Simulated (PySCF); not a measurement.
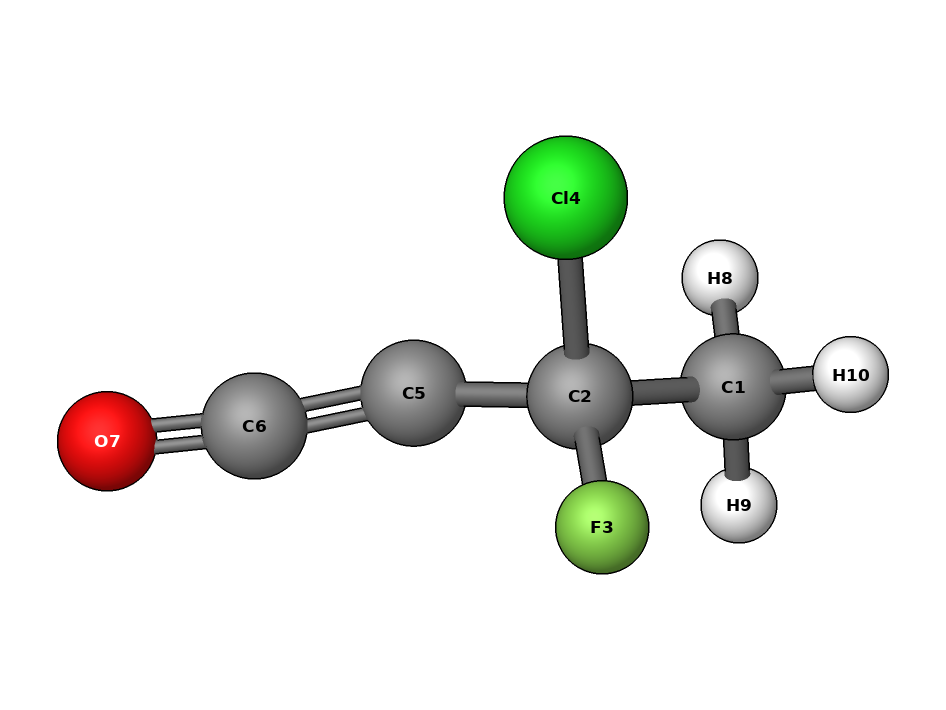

The questions are on Mulliken spin populations. Charge 0, doublet. The geometry was computed by an optimisation with GFN2-xTB. No frequency run is at hand to confirm it as a minimum. Level of theory: UKS B3LYP, pcH-1 on C Cl F H O, non-relativistic (PySCF 2.14.0).

List the Mulliken spin populations.

```tsv
atom	value (e)
C1	0.01
C2	−0.05
F3	0.00
Cl4	0.13
C5	0.64
C6	−0.01
O7	0.29
H8	0.00
H9	0.00
H10	0.00
```

Mulliken values depend strongly on the basis set.
